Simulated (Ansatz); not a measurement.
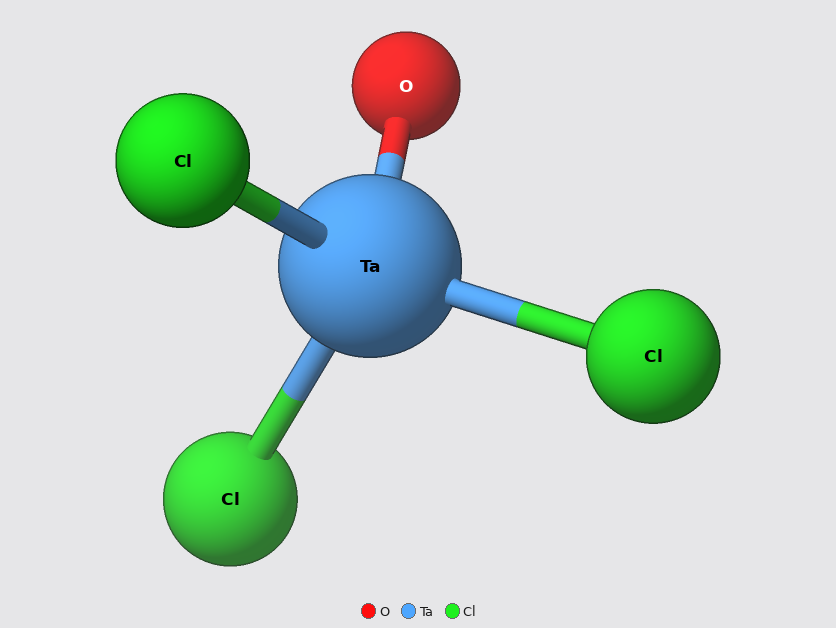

A molecule with one transition-metal atom. The species is neutral and a spin singlet. The geometry was computed by an optimisation with PBE0-D4/def2-TZVP.

What is the coordination number of the metal, and which atoms bind to it?

Answer. Ta binds 4 atoms: 1 O at 1.70 Å, 3 Cl at 2.28 Å. The arrangement is tetrahedral.

What are the formal oxidation state of the metal and its number of d electrons?

Answer. Ta(V), d⁰, counting the ligands as closed-shell ions or neutral donors.
